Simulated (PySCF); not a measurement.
# triplet InH2F: levels of theory compared

We compute a comparison of 6 runs (UB2PLYP/STO-3G, UB3LYP/STO-3G, UM06-2X/STO-3G, USVWN5/STO-3G, NEVPT2(4,4)/STO-3G, ROCCSD(T)/STO-3G) of triplet InH2F. The job is set up through a Python script.

The results are computed with PySCF 2.14.0.

6 further runs of the same task are left out: 6 set aside as unsound or not needed.

## Step 1: Starting point

InH2F: 4 atoms, total charge 0, spin state triplet. SMILES of the parent species: `[H][In]([H])[F]`. The shape comes from GFN2-xTB, which is rough for such elements, and wasn't checked as a minimum. That shape belongs to the parent species and isn't relaxed for this state.

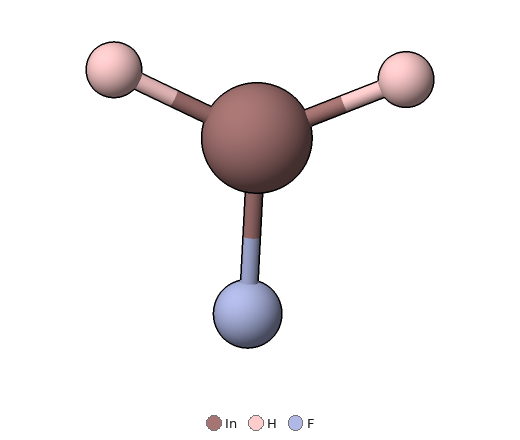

The structure, seen from a chosen angle (indium brown, hydrogen pink, fluorine light blue).

## Step 2: The energy at UB2PLYP/STO-3G (run 1)

The input, calc.py:

```python
from pyscf import gto, dft, mp

molecule = gto.M(
    atom='''
In     0.130731     0.221722    -0.000359
H      3.309288    -0.139405     0.025662
H     -1.684577     2.852239    -0.035640
F     -1.755442    -2.934575     0.010318
''',
    max_memory=1860,
    spin=2,
    unit='bohr',
    verbose=3,
    basis='sto-3g',
)

mf = dft.UKS(molecule, xc='0.53*HF + 0.47*B88, 0.73*LYP')
mf.conv_tol = 1e-10
mf.grids.level = 5
mf.kernel()
if not mf.converged:
    mf = mf.newton().run(mf.mo_coeff, mf.mo_occ)

pt = mp.MP2(mf, frozen=19).run()
e_tot = mf.e_tot + 0.27 * pt.e_corr
print('PT2 part  %.8f' % (0.27 * pt.e_corr))
print('E = %.10f Eh' % e_tot)
```

Run with:

```console
$ OMP_NUM_THREADS=1 python calc.py
```

Output:

```text
WARN: HOMO -0.313203683382766 >= LUMO -0.612981864181431

WARN: HOMO 0.0563368463461197 >= LUMO 0.0344310297976226

WARN: HOMO 0.000851461227185213 >= LUMO -0.0862697468097755

WARN: HOMO -0.0269186541519799 >= LUMO -0.0579680238571941

WARN: HOMO -0.0243529791836579 >= LUMO -0.0518713430761628

WARN: HOMO -0.0238019874158331 >= LUMO -0.0498616048519549

WARN: HOMO -0.0217730745017687 >= LUMO -0.0483997070613272

WARN: HOMO -0.0216795739409441 >= LUMO -0.0500031534414002

WARN: HOMO -0.0216981766459169 >= LUMO -0.0491767689412104

WARN: HOMO -0.0217413487937141 >= LUMO -0.0493770210875515

WARN: HOMO -0.0217612879461616 >= LUMO -0.0494205750700174

WARN: HOMO -0.0217618260106764 >= LUMO -0.0494080693554482

WARN: HOMO -0.021762187248717 >= LUMO -0.0494091459056634

WARN: HOMO -0.0217621871993837 >= LUMO -0.0494090324753848

converged SCF energy = -5783.66055081537  <S^2> = 2.003637  2S+1 = 3.0024237
E(UMP2) = -5783.72981610571  E_corr = -0.0692652903445277
E(SCS-UMP2) = -5783.7316618025  E_corr = -0.0711109871353569
PT2 part  -0.01870163
E = -5783.6792524438 Eh
```

It took 8.7 s on 1 thread of Arm Neoverse V1, shared host; peak memory 0.26 GiB.

## Step 3: A single-point energy at UB3LYP/STO-3G (run 2)

The input, calc.py:

```python
from pyscf import gto, dft

molecule = gto.Mole()
molecule.atom = '''
In     0.130731     0.221722    -0.000359
H      3.309288    -0.139405     0.025662
H     -1.684577     2.852239    -0.035640
F     -1.755442    -2.934575     0.010318
'''
molecule.unit = 'bohr'
molecule.basis = 'sto-3g'
molecule.max_memory = 1860
molecule.verbose = 3
molecule.spin = 2
molecule.build()

mf = dft.UKS(molecule)
mf.xc = 'b3lyp'
mf.conv_tol = 1e-10
mf.grids.level = 5
mf.kernel()
if not mf.converged:
    mf = mf.newton().run(mf.mo_coeff, mf.mo_occ)

e_final = mf.e_tot
print('E = %.10f Eh' % e_final)
```

Run with:

```console
$ OMP_NUM_THREADS=1 python calc.py
```

Output:

```text
WARN: HOMO -0.360845837316371 >= LUMO -0.608273096699863

WARN: HOMO 0.0998842697654359 >= LUMO 0.0734036303535582

WARN: HOMO 0.0368136344468734 >= LUMO -0.0799847902688449

WARN: HOMO -0.0013835865734324 >= LUMO -0.103289796204062

WARN: HOMO 0.000331756521628257 >= LUMO -0.110783777067196

WARN: HOMO 0.000376847924691948 >= LUMO -0.112262557087443

WARN: HOMO 0.000157879170146424 >= LUMO -0.112385182080772

WARN: HOMO 3.40868022128404e-05 >= LUMO -0.112770323356777

WARN: HOMO 3.79391240120652e-05 >= LUMO -0.112783948809409

WARN: HOMO 3.6716851664842e-05 >= LUMO -0.112779082484576

WARN: HOMO 3.65744037267302e-05 >= LUMO -0.112778997048231

WARN: HOMO 3.64666261304936e-05 >= LUMO -0.112778908593397

converged SCF energy = -5784.27646830564  <S^2> = 2.0014085  2S+1 = 3.0009389
E = -5784.2764683056 Eh
```

Run time: 8.1 s. Hardware: 1 thread of Arm Neoverse V1, shared host; peak memory 0.28 GiB.

Runs 3 to 4 aren't shown in full; the table further down has their settings and results.

## Step 4: A single-point energy at NEVPT2(4,4)/STO-3G (run 5)

The input, job.py:

```python
import numpy
from pyscf import gto, scf, mp, mcscf, mrpt

molecule = gto.M(
    atom='''
In     0.069180     0.117330    -0.000190
H      1.751200    -0.073770     0.013580
H     -0.891440     1.509340    -0.018860
F     -0.928940    -1.552910     0.005460
''',
    max_memory=1860,
    basis='sto-3g',
    spin=2,
    verbose=3,
)

mf = molecule.ROHF()
mf.conv_tol = 1e-10
mf.kernel()
if not mf.converged:
    mf = mf.newton().run(mf.mo_coeff, mf.mo_occ)

pt = mp.MP2(scf.addons.convert_to_uhf(mf)).run()
noons, natorbs = mcscf.addons.make_natural_orbitals(pt)
print('natural occupations', numpy.round(noons[:40], 4))
cas = mcscf.CASSCF(mf, 4, 4)
cas.fix_spin_(ss=2.0)
cas.natorb = True
cas.kernel(natorbs)
e_pt2 = mrpt.NEVPT(cas).kernel()
energy = cas.e_tot + e_pt2
print('Final energy', energy)
```

Run with:

```console
$ OMP_NUM_THREADS=1 python job.py
```

Output:

```text
SCF not converged.
SCF energy = -5781.81423269622
converged SCF energy = -5781.89704189094
E(UMP2) = -5781.92781096247  E_corr = -0.0307690715220408
E(SCS-UMP2) = -5781.93243499303  E_corr = -0.0353931020823856
natural occupations [2.     2.     2.     2.     2.     2.     2.     2.     2.     2.
 2.     2.     2.     2.     2.     2.     2.     2.     1.9999 1.9999
 1.9999 1.9999 1.9997 1.9996 1.9992 1.9989 1.9974 1.9869 1.9853 1.0013
 1.0003 0.0182 0.0092 0.0043]
CASSCF energy = -5781.90469812710
CASCI E = -5781.90469812710  E(CI) = -3.10332247730457  S^2 = 2.0000000
Sr    (-1)',   E = -0.00031287956230
Si    (+1)',   E = -0.00410165910407
Sijrs (0)  ,   E = -0.00405309318034
Sijr  (+1) ,   E = -0.00248247533487
Srsi  (-1) ,   E = -0.00045393740669
Srs   (-2) ,   E = -0.00152726047743
Sij   (+2) ,   E = -0.00231056964407
Sir   (0)' ,   E = -0.01504690535044
Nevpt2 Energy = -0.030288780060217
Final energy -5781.93498690716
```

Run time: 1.5 s. Hardware: 1 thread of Arm Neoverse V1, shared host; peak memory 0.12 GiB.

## Step 5: A single-point energy at ROCCSD(T)/STO-3G (run 6)

The input, input.py:

```python
from pyscf import gto, cc

mol = gto.M(
    atom='In 0.069180 0.117330 -0.000190; H 1.751200 -0.073770 0.013580; H -0.891440 1.509340 -0.018860; F -0.928940 -1.552910 0.005460',
    basis='sto-3g',
    spin=2,
    max_memory=1860,
    verbose=3,
)

calc0 = mol.ROHF()
calc0.conv_tol = 1e-10
calc0.kernel()
if not calc0.converged:
    calc0 = calc0.newton().run(calc0.mo_coeff, calc0.mo_occ)

mycc = cc.CCSD(calc0, frozen=19)
mycc.kernel()
e_t = mycc.ccsd_t()
e_tot = mycc.e_tot + e_t
print(f'total energy: {e_tot:.8f} hartree')
```

Run with:

```console
$ OMP_NUM_THREADS=1 python input.py
```

Output:

```text
SCF not converged.
SCF energy = -5781.81423269622
converged SCF energy = -5781.89704189094

WARN: RCCSD method does not support ROHF method. ROHF object is converted to UHF object and UCCSD method is called.

E(UCCSD) = -5781.952249356573  E_corr = -0.05520746562805104
UCCSD(T) correction = -0.00118677864575885
total energy: -5781.95343614 hartree
```

It took 1.6 s on 1 thread of Arm Neoverse V1, shared host; peak memory 0.12 GiB.

## Step 6: Overview of the runs

```
run               level  frozen core orbitals  integration grid   energy (Eh)  dipole moment (D) of the reference  HOMO energy (eV)   ⟨S²⟩  wall time
  1      UB2PLYP/STO-3G                    19                 5  -5783.679252                                2.21             -0.59  2.004      8.7 s
  2       UB3LYP/STO-3G                     –                 5  -5784.276468                                0.99              0.00  2.001      8.1 s
  3      UM06-2X/STO-3G                     –                 5  -5784.442300                                1.32             -0.99  2.003       17 s
  4       USVWN5/STO-3G                     –                 5  -5778.013689                                0.72              0.65  2.001      4.2 s
  5  NEVPT2(4,4)/STO-3G                     –                 –  -5781.934987                                4.02                 –      –      1.5 s
  6    ROCCSD(T)/STO-3G                    19                 –  -5781.953436                                4.02                 –  2.000      1.6 s
```

## Step 7: What came out

| quantity | value |
| --- | --- |
| run 6: total energy | -5781.95344 Eh |
| run 6: dipole moment (Hartree–Fock density) | 4.02 D |
| run 6: correlation energy (19 core orbitals frozen) | -56.4 mEh |
| run 6: (T) correction | -1.19 mEh |
| run 6: ⟨S²⟩ of the reference determinant | 2.000 |
| run 6: T1 diagnostic | 0.030 |

Over runs 1, 2, 3, 4 the dipole moment (its size) runs from 0.72 D (USVWN5/STO-3G) to 2.21 D (UB2PLYP/STO-3G). A double hybrid's value is that of its SCF part. Totals of different functionals can't be ranked against each other. In runs 1, 2, 3, 4, 5, 6 the basis is minimal, so the values are rough. In runs 1, 2, 3, 4, 5, 6 relativity is left out where basis or elements ask for it. All runs together took 41 s, the longest 17 s.
